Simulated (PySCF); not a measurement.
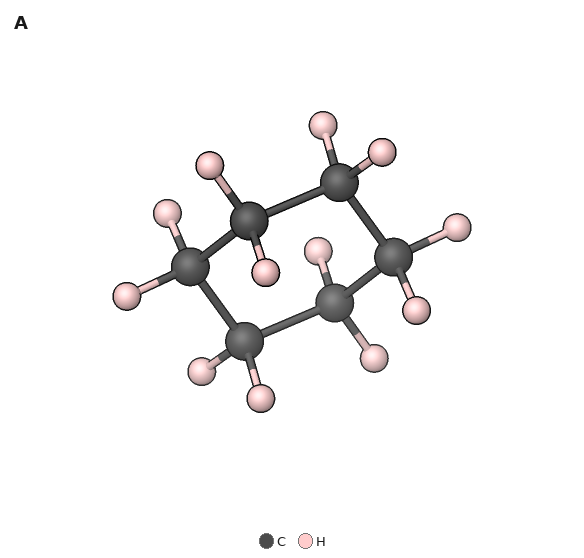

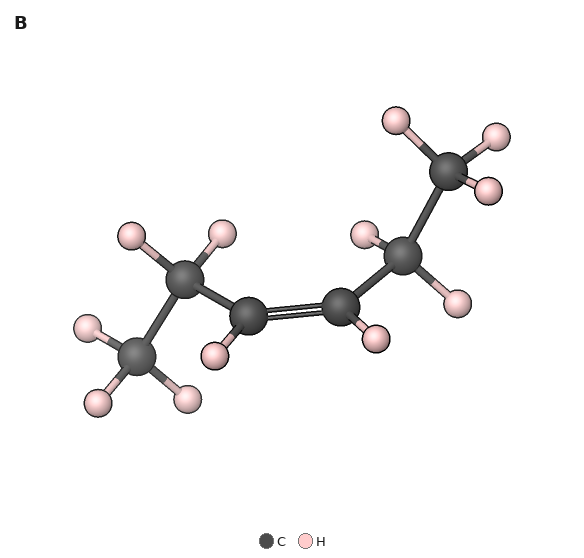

2 stationary structures of one formula. Geometries: PBE0-D3(BJ)/def2-SVP. Electronic energies: PBE0-D3(BJ)/def2-SVP (PySCF 2.14.0), without zero-point energy. No frequency run is at hand to confirm each as a minimum. Each is one conformer, not always the lowest.

### Which structure is the most stable?

A is lowest; B lies 1.114 eV above it. A is `C1CCCCC1`, B is `CC/C=C\CC`.
